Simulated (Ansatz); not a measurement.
# One shape, several levels: CF (SMILES [C]F)

Wanted: a comparison of 6 runs (UHF/STO-3G, U-r2SCAN0/STO-3G, U-wB97M-V/STO-3G, U-wB97X/STO-3G, UHSE06/STO-3G, RPA@PBE/STO-3G) of CF. 

Program for the calculation: Ansatz 0.2.0.

51 further runs of the same task are left out: 9 that didn't finish, 42 set aside as unsound or not needed.

### 1 The molecule

CF has 2 atoms, charge 0, and is taken as a doublet. SMILES: `[C]F`. The F2–C1 distance was set to 2.549 Å, away from the relaxed value.

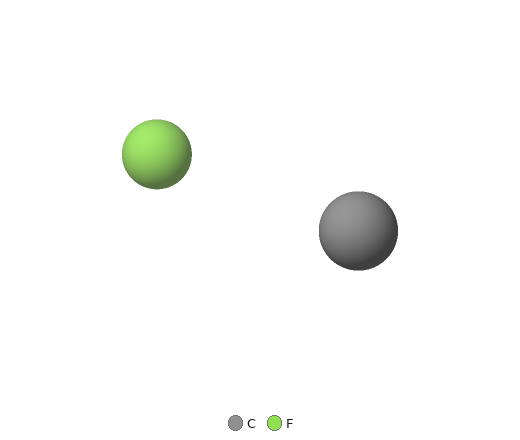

Viewed from a chosen angle; carbon grey, fluorine green.

### 2 The energy at UHF/STO-3G (run 1)

The input, input.yaml:

```yaml
crystal:
  periodic: [false, false, false]
  atoms:
    - {symbol: C, position_ang: [0.000000, 0.000000, -1.274400]}
    - {symbol: F, position_ang: [0.000000, 0.000000, 1.274400]}
basis:
  gaussian:
    orbitals: STO-3G
magnetization:
  spin_polarized: true
  initial_magnetization: 1
hamiltonian:
  xc: hf
accuracy: high
```

On the command line:

```console
$ ansatz run input.yaml --threads 1 --pin off --max-ram 2610MiB --events-out events.jsonl --progress --plain --runs-dir runs
```

Log:

```text
Warning: RAYON_NUM_THREADS=1 ignored (pool sized by the plan → 1); use --threads N
Functional definition: HF
  name "HF"
  exchange = exact_x
  correlation = 0
143 factors; integrals over basis functions are off by at most 1.3e-8 eV
mean field evaluation 1: about -3665.7727 eV, gradient 6.8e0 eV
mean field evaluation 2: about -3665.7789 eV, gradient 6.8e0 eV
mean field evaluation 4: about -3671.4181 eV, gradient 5.3e0 eV
mean field evaluation 8: about -3672.1011 eV, gradient 6.6e0 eV
mean field evaluation 16: about -3678.6077 eV, gradient 9.1e-6 eV
mean field evaluation 32: about -3678.5947 eV, gradient 9.1e-2 eV
mean field evaluation 64: about -3678.5374 eV, gradient 3.3e-1 eV
mean field evaluation 96: about -3677.6211 eV, gradient 1.3e0 eV
mean field evaluation 128: about -3678.4672 eV, gradient 4.4e-1 eV
mean field evaluation 160: about -3678.5576 eV, gradient 1.6e-1 eV
mean field evaluation 192: about -3678.5302 eV, gradient 9.6e-1 eV
mean field evaluation 224: about -3678.4867 eV, gradient 1.1e-1 eV
mean field -3678.63038174 eV, -135.1871730636 hartree, gradient 1.1e-8 eV, S^2 1.749856; 11 other end points of the search recorded, 0 dependent functions left out
reference -3678.63038174 eV, -135.1871730636 hartree; 8, 7 occupied and 2, 3 virtual orbitals, 143 factors
Total energy: -3678.63038174 eV, -135.1871730636 hartree
```

Wall time 0.3 s (1 thread of Arm Neoverse N1, shared host).

### 3 The energy at U-r2SCAN0/STO-3G (run 2)

The input, in.yaml:

```yaml
crystal:
  periodic: [false, false, false]
  atoms:
    - {symbol: C, position_ang: [0.000000, 0.000000, -1.274400]}
    - {symbol: F, position_ang: [0.000000, 0.000000, 1.274400]}
basis:
  gaussian: {orbitals: STO-3G}
magnetization: {spin_polarized: true, initial_magnetization: 1}
hamiltonian: {xc: {name: r2SCAN0}}
accuracy: high
```

On the command line:

```console
$ ansatz run in.yaml --threads 1 --pin off --max-ram 2610MiB --events-out events.jsonl --progress --plain --runs-dir runs
```

Log:

```text
Warning: RAYON_NUM_THREADS=1 ignored (pool sized by the plan → 1); use --threads N
Functional definition: r2SCAN0
  name "r2SCAN0"
  parameter a = 0.25
  parameter k0 = 0.174
  parameter k1 = 0.065
  parameter a1 = 4.9479
  exchange = (1 - a)*r2scan_x(k0 = k0, k1 = k1, a1 = a1) + a*exact_x
  correlation = r2scan_c
143 factors; integrals over basis functions are off by at most 1.3e-8 eV
mean field evaluation 1: about -3678.4329 eV, gradient 1.1e1 eV
mean field evaluation 2: about -3445.7742 eV, gradient 1.8e1 eV
mean field evaluation 4: about -3677.0692 eV, gradient 7.3e0 eV
mean field evaluation 8: about -3689.1902 eV, gradient 4.6e-1 eV
mean field evaluation 16: about -3689.1913 eV, gradient 1.7e-7 eV
mean field evaluation 32: about -3689.9428 eV, gradient 2.3e-2 eV
mean field -3689.94378990 eV, -135.6029331452 hartree, gradient 3.1e-9 eV, S^2 1.682231; 6 other end points of the search recorded, 0 dependent functions left out
reference -3689.94379012 eV, -135.6029331532 hartree; 8, 7 occupied and 2, 3 virtual orbitals, 143 factors
Total energy: -3689.94379012 eV, -135.6029331532 hartree
```

Run time: 11 s. Hardware: 1 thread of Arm Neoverse N1, shared host; peak memory 0.13 GiB.

Runs 3 to 4 aren't shown in full; the table further down has their settings and results.

### 4 A single-point energy at UHSE06/STO-3G (run 5)

Edit in.yaml of step 3 so:

```diff
@@ -8,3 +8,3 @@
 magnetization: {spin_polarized: true, initial_magnetization: 1}
-hamiltonian: {xc: {name: r2SCAN0}}
+hamiltonian: {xc: {name: HSE06}}
 accuracy: high
```

On the command line:

```console
$ ansatz run in.yaml --threads 1 --pin off --max-ram 2610MiB --events-out events.jsonl --progress --plain --runs-dir runs
```

Log, shortened:

```text
Warning: RAYON_NUM_THREADS=1 ignored (pool sized by the plan → 1); use --threads N
Functional definition: HSE06
  name "HSE06"
[...]
143 factors; integrals over basis functions are off by at most 1.3e-8 eV
39 factors; integrals over basis functions are off by at most 1.3e-9 eV
[...]
mean field -3687.39791799 eV, -135.5093740779 hartree, gradient 3.4e-8 eV, S^2 1.653939; 12 other end points of the search recorded, 0 dependent functions left out
reference -3687.39791888 eV, -135.5093741107 hartree; 8, 7 occupied and 2, 3 virtual orbitals, 143 factors
Total energy: -3687.39791888 eV, -135.5093741107 hartree
```

Run time: 9.3 s. Hardware: 1 thread of Arm Neoverse N1, shared host.

### 5 The energy at RPA@PBE/STO-3G (run 6)

The input, molecule.yaml:

```yaml
crystal:
  periodic: [false, false, false]
  atoms:
    - {symbol: C, position_ang: [0.000000, 0.000000, -1.274400]}
    - {symbol: F, position_ang: [0.000000, 0.000000, 1.274400]}
basis:
  gaussian:
    orbitals: STO-3G
correlation:
  method: rpa
  frozen_orbitals: {C: 1, F: 1}
magnetization:
  spin_polarized: true
  initial_magnetization: 1
accuracy: high
hamiltonian:
  xc: {name: PBE}
total_charge: 0
```

On the command line:

```console
$ ansatz run molecule.yaml --threads 1 --pin off --max-ram 2610MiB --events-out events.jsonl --progress --plain --runs-dir runs
```

Log, shortened:

```text
Warning: RAYON_NUM_THREADS=1 ignored (pool sized by the plan → 1); use --threads N
Functional definition: PBE
  name "PBE"
[...]
143 factors; integrals over basis functions are off by at most 1.3e-8 eV
[...]
mean field -3686.79814247 eV, -135.4873327344 hartree, gradient 6.2e-8 eV, S^2 1.491308; 15 other end points of the search recorded, 0 dependent functions left out
2 core orbitals not correlated: weight in the atoms' cores, before any rotation towards them, 1.000 or more for the frozen orbitals, at most 0.000 for the correlated occupied ones
reference -3672.83776738 eV, -134.9742984123 hartree; 6, 5 occupied and 2, 3 virtual orbitals, 143 factors
Total energy: -3681.02645916 eV, -135.2752272849 hartree
```

Wall time 5.7 s (1 thread of Arm Neoverse N1, shared host); peak memory 0.09 GiB.

### 6 The series

```csv
run,level,frozen core orbitals,energy (Eh),⟨S²⟩,wall time
1,UHF/STO-3G,–,-135.187173,1.750,0.3 s
2,U-r2SCAN0/STO-3G,–,-135.602933,1.682,11 s
3,U-wB97M-V/STO-3G,–,-135.639262,1.671,24 s
4,U-wB97X/STO-3G,–,-135.627369,1.681,9.3 s
5,UHSE06/STO-3G,–,-135.509374,1.654,9.3 s
6,RPA@PBE/STO-3G,2,-135.275227,1.491,5.7 s
```

### 7 Outcome

| quantity | value |
| --- | --- |
| run 6: total energy | -135.27523 Eh |
| run 6: RPA correlation energy (valence) | -300.9 mEh |
| run 6: ⟨S²⟩ of the reference determinant | 1.491 |

In words: Totals of different functionals can't be ranked against each other. In runs 1, 2, 3, 4, 5, 6 the basis is minimal, so the values are rough. Spin contamination of the reference: run 1 ⟨S²⟩ = 1.75, run 2 ⟨S²⟩ = 1.68, run 4 ⟨S²⟩ = 1.68, run 3 ⟨S²⟩ = 1.67, run 5 ⟨S²⟩ = 1.65, run 6 ⟨S²⟩ = 1.49. Where it is this large, the reference is a mixture of spin states, and values that rest on it are in doubt. All runs together took 59 s, the longest 24 s.
